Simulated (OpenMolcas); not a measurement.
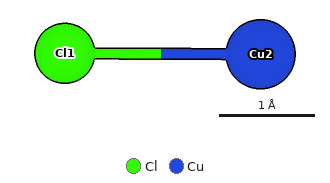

Figure 1. The structure (ball-and-stick view, seen on its broad side; atoms are numbered from 1 in the order of the input). Sticks mark near contacts. Bond lengths as drawn: Cl–Cu 2.08 Å.

Property calculation, with input and output: CuCl

The run: property calculation of CuCl, SMILES [Cl][Cu]. Method and program: SSB-D (no dispersion term)/ANO-RCC-VDZP, RKS, DKH2, PCM solvent ethanol (OpenMolcas 26.06).

Some settings of this run were made unusual or wrong on purpose. The geometry comes from this level: PBE0-D4/def2-TZVP.

The input:
```
&GATEWAY
Coord
2
angstrom
Cl       0.898300      -0.345200       0.446400
Cu      -0.868800       0.285000      -0.442400
Basis
ANO-RCC-VDZP
Group
NoSym
RF-Input
PCM-Model
Solvent=ethanol
End of RF-Input
&SEWARD
Medium
&SCF
KSDFT
SSBD
Thresholds
0.01 0.1 0.1 1
PrOrbitals
1 1
&LOPROP
NoField
```

Run as:
```bash
export MOLCAS_MEM=1860
pymolcas test.inp > test.log
```

The program's output:
```
--- Start Module: gateway ---

                                              &GATEWAY

                       available to each process: 1.9 GB of memory, 1 thread

++    Symmetry information:
      ---------------------

                    Character Table for C1

                             E
                    a        1  x, y, xy, Rz, z, xz, Ry, yz, Rx, I
--

++    Basis set information:
      ----------------------

      Basis set label: CL.ANO-RCC...4S3P1D.

      Electronic valence basis set:
      ------------------
      Associated Effective Charge  17.000000 au
      Associated Actual Charge     17.000000 au
      Nuclear Model: Point charge

      Shell  nPrim  nBasis  Cartesian Spherical Contaminant
         s      17       4        X
         p      12       3        X
         d       5       1                 X

      Basis set label: CU.ANO-RCC...5S4P2D1F.

      Electronic valence basis set:
      ------------------
      Associated Effective Charge  29.000000 au
      Associated Actual Charge     29.000000 au
      Nuclear Model: Point charge

      Shell  nPrim  nBasis  Cartesian Spherical Contaminant
         s      21       5        X
         p      15       4        X
         d      10       2                 X
         f       6       1                 X
--

++    Molecular structure info:
      -------------------------

                    ************************************************
                    **** Cartesian Coordinates / bohr, angstrom ****
                    ************************************************

     Center  Label                x              y              z                     x              y              z
        1      CL1              1.697541      -0.652333       0.843574              0.898300      -0.345200       0.446400
        2      CU2             -1.641794       0.538572      -0.836015             -0.868800       0.285000      -0.442400
--

            Nuclear Potential Energy            125.66707726 au

--- Stop Module: gateway /rc=_RC_ALL_IS_WELL_ ---

--- Start Module: seward ---

                                              &SEWARD

                       available to each process: 1.9 GB of memory, 1 thread

               SEWARD will generate:
                  Multipole Moment integrals up to order  2
                  Kinetic Energy integrals
                  Nuclear Attraction integrals (point charge)
                  One-Electron Hamiltonian integrals
                  Velocity integrals
                  Relativistic Douglas-Kroll-Hess integrals:
                    - Parametrization         : EXP
                    - DKH order of Hamiltonian: 2
                    - DKH order of Properties : 0
                         - multipole moment operators
                         - electric potential operators
                         - contact operators
                  Reaction Field integrals (PCM)
                  Orbital angular momentum around ( -0.4490   0.1132  -0.2361 )
                  Velocity quadrupole around ( -0.4490   0.1132  -0.2361 )
                  Atomic mean-field integrals
                  Cholesky decomposed two-electron repulsion integrals
                   - CD Threshold:   1.00E-06

                   Integrals are discarded if absolute value <: 1.00E-40
                   Integral cutoff threshold is set to       <: 1.00E-40

            Nuclear Potential Energy            125.66707726 au

      Basis set specifications :
      Symmetry species         a
      Basis functions           52

--- Stop Module: seward /rc=_RC_ALL_IS_WELL_ ---
--- Module seward spent 6 seconds ---

--- Start Module: scf ---

                                                &SCF

                       available to each process: 1.9 GB of memory, 1 thread

 ###############################################################################
 ###    WARNING:  Find_Functional: Dispersion corrections are                ###
 ###    not implemented!                                                     ###
 ###############################################################################
          Functional=GGA_X_SSB_D
++    Input section:
      --------------

      Header of the integral files:

      Cartesian coordinates in angstrom:
      -----------------------------------------------------
      No.  Label        X            Y            Z
      -----------------------------------------------------
       1   CL1        0.89830000  -0.34520000   0.44640000
       2   CU2       -0.86880000   0.28500000  -0.44240000
      -----------------------------------------------------
      Nuclear repulsion energy =  125.66707726
--

++    Orbital specifications:
      -----------------------

      Symmetry species               1
                                     a
      Frozen orbitals                0
      Occupied orbitals             23
      Secondary orbitals            29
      Deleted orbitals               0
      Total number of orbitals      52
      Number of basis functions     52
--

      Molecular charge                           0.000

      Polarizable Continuum Model (PCM) activated
      Solvent: ethanol
      Version: Dielectric
      Average area for surface element on the cavity boundary: 0.4000 angstrom^2
      Minimum radius for added spheres: 0.2000 angstrom
      Calculation type: equilibrium

      Numerical integration parameters
      --------------------------------
      Radial quadrature type:                         MHL
      Size of radial grid:                            75
      Lebedev angular grid:                           29
      Angular grid pruned with the crowding factor:  3.00E+00
                                 and fading factor:  6.00E+00
      Screening threshold for integral computation:   1.00E-11
      Radial quadrature accuracy:                     1.00E-25
      Maximum batch size:                             128
      AO values are stored on disk
      The same grid will be used for all iterations.

      DFT functional specifications
      -----------------------------
      Using Libxc version: 6.2.2
      Please cite the following reference:
      S. Lehtola, C. Steigemann, M. J.T. Oliveira, and M. A.L. Marques.,  SoftwareX 7, 1–5 (2018) doi:10.1016/j.softx.2017.11.002

      * Swart, Sola and Bickelhaupt dispersion
      * Perdew, Burke & Ernzerhof
        - J. P. Perdew, K. Burke, and M. Ernzerhof.,  Phys. Rev. Lett. 77, 3865 (1996) doi:10.1103/PhysRevLett.77.3865
        - J. P. Perdew, K. Burke, and M. Ernzerhof.,  Phys. Rev. Lett. 78, 1396 (1997) doi:10.1103/PhysRevLett.78.1396

++    Optimization specifications:
      ----------------------------

      SCF Algorithm: LK-Cholesky
      LK screening threshold:                     4.50E-02
      Local-Exchange (LK) algorithm.
       - the density matrix is decomposed
      D(i)-D(i-1) density differences are used
      Number of density matrices in core                 5
      Maximum number of NDDO SCF iterations            400
      Maximum number of HF SCF iterations              400
      Threshold for SCF energy change             1.00E-02
      Threshold for density matrix                1.00E-01
      Threshold for Fock matrix                   1.00E-01
      Threshold for linear dependence             1.00E-09
      Threshold at which DIIS is turned on        1.50E-01
      Maximum depth in the DIIS procedure                5
      Maximum depth in the BFGS Hessian update          30
      Threshold at which QNR/C2DIIS is turned on  7.50E-02
      Threshold for Norm(delta) (QNR/C2DIIS)      1.00E+00
      All orbitals punched on: SCFORB
--

      Input vectors read from INPORB
      Orbital file label: *Guess orbitals

++ Convergence information
                                   SSBD       iterations: Energy and convergence statistics

Iter     Tot. SSBD       One-elec.       Two-elec.     Energy      Max Dij or  Max Fij      DNorm      TNorm      AccCon     Time
         Energy          Energy          Energy        Change      Delta Norm                                                in Sec.

 The total and one-electron energies are shifted by a value of      2000. a.u.

   1  -121.389689659  -834.276795745   822.922743738   0.00E+00    8.87E-01*   6.55E-02     9.61E+00   2.26E+02   None         0.
   2  -120.495234582  -785.522965583   775.063368653   8.94E-01*   3.68E-01*   5.44E-02     3.94E+00   2.19E+02   EDIIS        0.
   3  -121.439644472  -821.389042291   809.985035472  -9.44E-01*   2.88E-01*   4.55E-02     1.55E+00   2.24E+02   EDIIS        0.
   4  -121.429234868  -835.878238859   824.484641643   1.04E-02*   6.06E-02    3.60E-02     7.46E-01   2.26E+02   EDIIS        0.
   5  -121.465069192  -825.380269121   813.950837581  -3.58E-02*   8.91E-02    1.39E-02     2.93E-01   2.24E+02   c2DIIS       0.
   6  -121.465178334  -827.920867956   816.491327274  -1.09E-04    1.08E-02    8.85E-03     3.21E-01   2.25E+02   c2DIIS       0.

       Convergence after   6 Iterations
--

 *****************************************************************************************************************************
 *                                             SCF/KS-DFT Program, Final results                                             *
 *                                                       Final Results                                                       *
 *****************************************************************************************************************************

::    Total KS-DFT energy                           -2121.4651783341
      One-electron energy                           -2827.9208679555
      Two-electron energy                             816.4913272740
      Nuclear repulsion energy                       -110.0356376525
      Kinetic energy (interpolated)                  2209.5997940337
      Virial theorem                                    0.9601128603
      Total spin, S(S+1)                                0.0000000000
      Total spin, S                                     0.0000000000
      Max non-diagonal density matrix element           0.0107666874
      Max non-diagonal Fock matrix element              0.0088472385

      All orbitals with orbital energies smaller than  E(LUMO)+0.5 are printed

++    Molecular orbitals:
      -------------------

      Title: RKS-DFT orbitals

      Molecular orbitals for symmetry species 1: a

          Orbital            1         2         3         4         5         6         7         8         9        10
          Energy         -325.4023 -101.2845  -39.1913  -33.7601  -33.7582  -33.7581   -9.3178   -7.0115   -7.0067   -7.0067
          Occ. No.          2.0000    2.0000    2.0000    2.0000    2.0000    2.0000    2.0000    2.0000    2.0000    2.0000

          Orbital           11        12        13        14        15        16        17        18        19        20
          Energy           -4.2683   -2.6808   -2.6696   -2.6696   -0.7115   -0.3154   -0.2679   -0.2679   -0.1718   -0.1709
          Occ. No.          2.0000    2.0000    2.0000    2.0000    2.0000    2.0000    2.0000    2.0000    2.0000    2.0000

          Orbital           21        22        23        24        25        26        27        28        29        30
          Energy           -0.1709   -0.1695   -0.1695   -0.0845    0.0656    0.0656    0.0818    0.1651    0.3234    0.3234
          Occ. No.          2.0000    2.0000    2.0000    0.0000    0.0000    0.0000    0.0000    0.0000    0.0000    0.0000

          Orbital           31
          Energy            0.3352
          Occ. No.          0.0000

--

++    Molecular charges:
      ------------------

      Mulliken charges per centre and basis function type
      ---------------------------------------------------

                CL1     CU2
      1s       2.0000  2.0000
      2s       1.9994  1.9999
      2px      2.0001  2.0000
      2pz      2.0000  2.0000
      2py      2.0000  2.0000
      3s       1.9625  1.9993
      3px      1.7518  1.9997
      3pz      1.9036  1.9999
      3py      1.9291  2.0000
      4s      -0.0054  0.4289
      3d2+     0.0103  1.9396
      3d1+     0.0112  1.9223
      3d0      0.0074  1.9845
      3d1-     0.0043  1.9873
      3d2-     0.0107  1.9562
      4px      0.0048  0.0583
      4pz      0.0023  0.0427
      4py      0.0019  0.0401
      5s       0.0000  0.0324
      4d2+     0.0000  0.0029
      4d1+     0.0000  0.0033
      4d0      0.0000  0.0019
      4d1-     0.0000  0.0011
      4d2-     0.0000  0.0029
      5px      0.0000 -0.0000
      5pz      0.0000  0.0010
      5py      0.0000  0.0011
      4f3+     0.0000  0.0002
      4f2+     0.0000  0.0002
      4f1+     0.0000  0.0002
      4f0      0.0000  0.0001
      4f1-     0.0000  0.0000
      4f2-     0.0000  0.0001
      4f3-     0.0000  0.0002
      Total   17.5938 28.4062

      N-E     -0.5938  0.5938

      Total electronic charge=   46.000000

      Total            charge=   -0.000000
--

++    Static properties:
      ------------------

      LoProp Charges per center

                   CL1      CU2
      Nuclear     17.0000  29.0000
      Electronic -17.6820 -28.3180

      Total       -0.6820   0.6820
--

++    Natural Bond Order analysis
      ---------------------------
      Based on LoProp computed density
      -------------------------------------------------------------------------------------
      Atom A       Atom B       Bond Order
      -------------------------------------------------------------------------------------
      NBO located      1.017 non-bonded electrons on atom CL1
      NBO located      1.000 non-bonded electrons on atom CL1
      NBO located      1.000 non-bonded electrons on atom CL1
      NBO located      1.000 non-bonded electrons on atom CL1
      NBO located      1.000 non-bonded electrons on atom CL1
      NBO located      1.000 non-bonded electrons on atom CL1
      NBO located      1.017 non-bonded electrons on atom CU2
      NBO located      1.007 non-bonded electrons on atom CU2
      NBO located      0.995 non-bonded electrons on atom CU2
      NBO located      0.998 non-bonded electrons on atom CU2
      NBO located      1.001 non-bonded electrons on atom CU2
      NBO located      0.999 non-bonded electrons on atom CU2
      NBO located      0.999 non-bonded electrons on atom CU2
      NBO located      1.000 non-bonded electrons on atom CU2
      NBO located      1.000 non-bonded electrons on atom CU2
      NBO located      1.000 non-bonded electrons on atom CU2
      NBO located      1.000 non-bonded electrons on atom CU2
      NBO located      1.000 non-bonded electrons on atom CU2
      The remaining    5.219 electrons are to be considered as diffuse
--

++    Molecular properties:
      ---------------------

      Charge (e):
                      =   -0.0000
      Dipole Moment (debye):
      Origin of the operator (angstrom)=   -0.2376    0.0599   -0.1249
                   X= -5.7280E+00               Y=  2.0432E+00               Z= -2.8803E+00           Total=  6.7291E+00
      Quadrupole Moment (debye*angstrom):
      Origin of the operator (angstrom)=   -0.2376    0.0599   -0.1249
                  XX= -2.4736E+01              XY= -3.9001E-01              XZ=  5.4956E-01              YY= -2.5690E+01
                  YZ= -1.9607E-01              ZZ= -2.5552E+01
      In traceless form (debye*angstrom)
                  XX=  8.8511E-01              XY= -5.8502E-01              XZ=  8.2434E-01              YY= -5.4577E-01
                  YZ= -2.9411E-01              ZZ= -3.3934E-01
--

--- Stop Module: scf /rc=_RC_ALL_IS_WELL_ ---
--- Module scf spent 2 seconds ---

--- Start Module: loprop ---

                                              &LOPROP

                       available to each process: 1.9 GB of memory, 1 thread

  No dynamic properties will be computed.

  Expansion centers of the domains are for the
   atomic domains: the atom center
   bond domains  : the center of the bond

 Multipole moments will be processed up to order  2

 **********************************************************************************
 *                            The Localized properties                            *
 **********************************************************************************

 ====================
 ATOMIC DOMAIN: CL1
 ====================
 Domain center:  :  1.69754098 -0.65233346  0.84357374 / bohr
 Expansion center:  1.69754098 -0.65233346  0.84357374 / bohr
 Total charge    : -0.68196668

 Electronic multipole moments:
Electronic Charge
-17.68196668

Electronic Dipole
 -0.03300206  0.01179264 -0.01653783
... with nuclear contribution
 -0.03300206  0.01179264 -0.01653783

Electronic Quadrupole
-11.08599050  0.02358578 -0.03324689-11.02826940  0.01186303-11.03661644
... with nuclear contribution
-11.08599050  0.02358578 -0.03324689-11.02826940  0.01186303-11.03661644

Dipole magnitude:  0.03875180

 =========================
 BOND DOMAIN: CU2   ,CL1
 =========================
 Domain center:  :  0.02787346 -0.05688076  0.00377945 / bohr
 Expansion center:  0.02787346 -0.05688076  0.00377945 / bohr
 Total charge    : -0.00000000

 Electronic multipole moments:
Electronic Charge
 -0.00000000

Electronic Dipole
  0.05507088 -0.01962415  0.02780415

Electronic Quadrupole
  2.40688314 -0.82084566  1.15777759  0.39790911 -0.41289120  0.68754776

Dipole magnitude:  0.06473778

 ====================
 ATOMIC DOMAIN: CU2
 ====================
 Domain center:  : -1.64179406  0.53857195 -0.83601484 / bohr
 Expansion center: -1.64179406  0.53857195 -0.83601484 / bohr
 Total charge    :  0.68196668

 Electronic multipole moments:
Electronic Charge
-28.31803332

Electronic Dipole
  0.00167098 -0.00046771  0.00097157
... with nuclear contribution
  0.00167098 -0.00046771  0.00097157

Electronic Quadrupole
 -7.44631415 -0.30041814  0.42332150 -8.18137904 -0.15099392 -8.07536981
... with nuclear contribution
 -7.44631415 -0.30041814  0.42332150 -8.18137904 -0.15099392 -8.07536981

Dipole magnitude:  0.00198869

 **********************************************************************************
 *                        The Molecular Multipole Moments                         *
 **********************************************************************************
 Expansion center: -0.40769198  0.09845473 -0.21529732 / bohr

l=0

xyz    Nuclear        Electronic     Molecular

000     46.00000000    -46.00000000     -0.00000000

l=1

xyz    Nuclear        Electronic     Molecular

100      0.00000000     -2.25357543     -2.25357543
010      0.00000000      0.80385858      0.80385858
001      0.00000000     -1.13318556     -1.13318556

l=2

xyz    Nuclear        Electronic     Molecular

200    119.51132903   -137.71569458    -18.20436555
110    -42.62126623     42.26489834     -0.35636789
101     60.11072902    -59.60851241      0.50221661
020     15.20000112    -34.27607690    -19.07607578
011    -21.43725959     21.25809037     -0.17916922
002     30.23395164    -49.18430798    -18.95035634

 **********************************************************************************
 *       Errors introduced by zeroing multipole moments greater than l =  1       *
 **********************************************************************************

l=2

  m     Original       New            Error            Percent

 -2     -0.35636789      0.74131012     -1.09767801    308.02
 -1     -0.17916922      0.37285286     -0.55202208    308.10
  0     -0.17905691      0.37280800     -0.55186492    308.21
  1      0.50221661     -1.04563558      1.54785219    308.20
  2      0.43585511     -0.90730380      1.34315891    308.17

Root mean square =       1.09673174

 **********************************************************************************
 *       Errors introduced by zeroing multipole moments greater than l =  0       *
 **********************************************************************************

l=1

  m     Original       New            Error            Percent

 -1      0.80385858      0.81215781     -0.00829923      1.03
  0     -1.13318556     -1.14542345      0.01223789      1.08
  1     -2.25357543     -2.27731523      0.02373980      1.05

Root mean square =       0.01614746

l=2

  m     Original       New            Error            Percent

 -2     -0.35636789      0.70749574     -1.06386364    298.53
 -1     -0.17916922      0.35584982     -0.53501904    298.61
  0     -0.17905691      0.35576635     -0.53482327    298.69
  1      0.50221661     -0.99781374      1.50003035    298.68
  2      0.43585511     -0.86576288      1.30161800    298.64

Root mean square =       1.06286289
--- Stop Module: loprop /rc=_RC_ALL_IS_WELL_ ---

.##################.
.# Happy landing! #.
.##################.

    Timing: Wall=10.23 User=9.12 System=1.10
```

Outcome:

```csv
quantity,value
outcome,converged
total energy,−2121.465178 hartree
basis functions,52
HOMO,−4.61 eV
LUMO,−2.30 eV
dipole moment,6.73 debye
hardware,"1 thread of Arm Neoverse V1, 24 GiB of memory available, shared host"
wall time,11 s
peak memory,0.2 GiB
```

Some settings of this run were drawn to be unusual or wrong (thr set to [0.01, 0.1, 0.1, 1.0] (from default)). It converged; results that depend on the unusual settings are not reference values.
